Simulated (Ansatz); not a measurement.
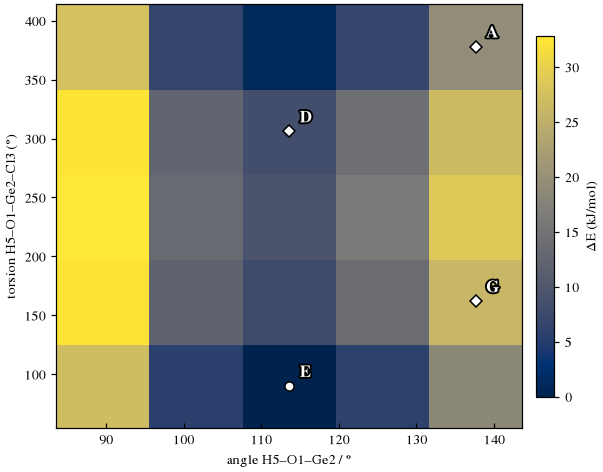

Cl2GeH2O, SMILES [OH][GeH]([Cl])[Cl]. 
- Two internal coordinates are moved rigidly from the geometry relaxed at PBE0-D4/def2-TZVP, all others fixed.
- First axis: angle H5–O1–Ge2. Second axis: torsion H5–O1–Ge2–Cl3.
- The scan uses a 5 × 5 grid.
- Points are written as (first, second).
- All energies are given in kJ/mol relative to the lowest grid point.
- All numbers below come from Ansatz, RHF-CCSD(T), frozen core/def2-TZVPP.

In the figure: one coloured cell a grid point, lettered points.

Q: Is E the lowest point of the computed grid?

A: Yes. E, at (113.6°, 90°), has the lowest energy of the grid.

Q: Rank the lettered points by energy, lowest first.

A: E (0.0 kJ/mol), D (8.1 kJ/mol), A (19.4 kJ/mol), G (26.1 kJ/mol).
